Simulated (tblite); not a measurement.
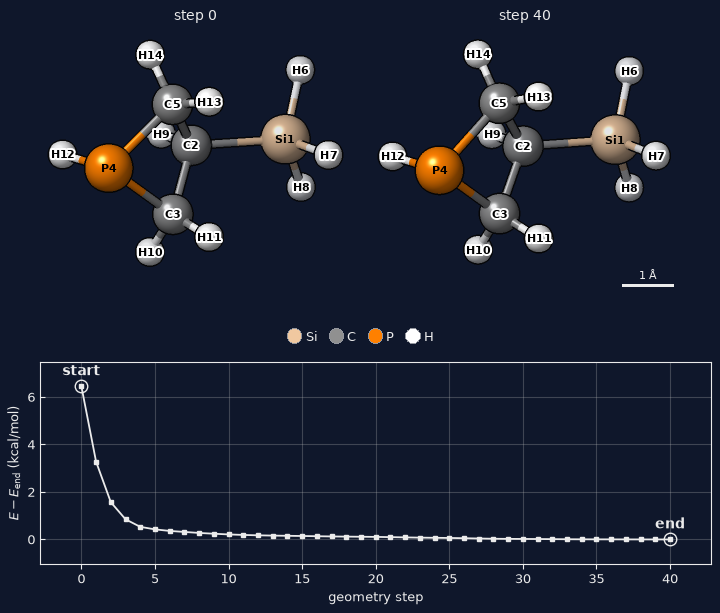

First and last geometry of a relaxation of C$_{3}$H$_{9}$PSi, with the history of the run. The picture is a ball-and-stick view, seen at a tilt.

Method: tblite, GFN2-xTB geometry optimisation, gas phase. 

**What do the curves and the structures tell?**

It converged. The energy falls by 6.45 kcal/mol in 40 geometry steps. The largest moves after the best rigid fit, 0.15 Å, are those of H12 and H13. By element the largest moves are H 0.15 Å, P 0.13 Å, C 0.07 Å, Si 0.05 Å. Among the contacts that change: P4–C5 1.837 → 1.876 Å, Si1–C2 1.940 → 1.901 Å, C2–C3 1.564 → 1.539 Å, Si1–H7 1.485 → 1.464 Å. Among the angles between lasting bonds that change: C5–C2–H9 114.6° → 108.5°, C2–C5–H13 117.9° → 112.4°, C5–P4–H12 99.0° → 93.9°.

```json
{"step": "0", "E − E(0), kcal/mol": "0.00"}
{"step": "1", "E − E(0), kcal/mol": "-3.18"}
{"step": "2", "E − E(0), kcal/mol": "-4.88"}
{"step": "3", "E − E(0), kcal/mol": "-5.60"}
{"step": "4", "E − E(0), kcal/mol": "-5.92"}
{"step": "5", "E − E(0), kcal/mol": "-6.03"}
{"step": "6", "E − E(0), kcal/mol": "-6.09"}
{"step": "7", "E − E(0), kcal/mol": "-6.14"}
{"step": "8", "E − E(0), kcal/mol": "-6.18"}
{"step": "9", "E − E(0), kcal/mol": "-6.21"}
{"step": "10", "E − E(0), kcal/mol": "-6.24"}
{"step": "12", "E − E(0), kcal/mol": "-6.28"}
{"step": "13", "E − E(0), kcal/mol": "-6.29"}
{"step": "15", "E − E(0), kcal/mol": "-6.31"}
{"step": "16", "E − E(0), kcal/mol": "-6.32"}
{"step": "18", "E − E(0), kcal/mol": "-6.33"}
{"step": "19", "E − E(0), kcal/mol": "-6.34"}
{"step": "21", "E − E(0), kcal/mol": "-6.35"}
{"step": "23", "E − E(0), kcal/mol": "-6.38"}
{"step": "24", "E − E(0), kcal/mol": "-6.38"}
{"step": "26", "E − E(0), kcal/mol": "-6.40"}
{"step": "27", "E − E(0), kcal/mol": "-6.41"}
{"step": "29", "E − E(0), kcal/mol": "-6.43"}
{"step": "31", "E − E(0), kcal/mol": "-6.43"}
{"step": "32", "E − E(0), kcal/mol": "-6.44"}
{"step": "34", "E − E(0), kcal/mol": "-6.45"}
{"step": "35", "E − E(0), kcal/mol": "-6.45"}
{"step": "37", "E − E(0), kcal/mol": "-6.45"}
{"step": "38", "E − E(0), kcal/mol": "-6.45"}
{"step": "40", "E − E(0), kcal/mol": "-6.45"}
```
